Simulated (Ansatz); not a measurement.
BAs, pressure series

Take BAs in the zinc blende structure (space group F-43m, No. 216; a = 4.809 Å) as the base.

Cell and atoms are relaxed at each pressure.

All numbers come from PBE (Ansatz, a first-principles code, PAW, scalar-relativistic without spin-orbit coupling), earlier PAW set.

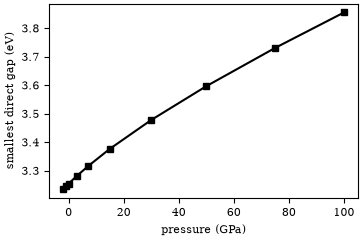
Fig. 1. Smallest direct gap against pressure

### Question
From the plot, what is the smallest direct gap for pressure 100 GPa?

### Answer
About 3.85 eV.

### Question
Is the trend monotonic over the range shown?

### Answer
Yes, it rises throughout, spanning 3.24 eV to 3.85 eV.

Load acts through the strain it causes; cell and atoms are relaxed under it. Stability against distortions was not tested. Competing high-pressure phases were not computed.
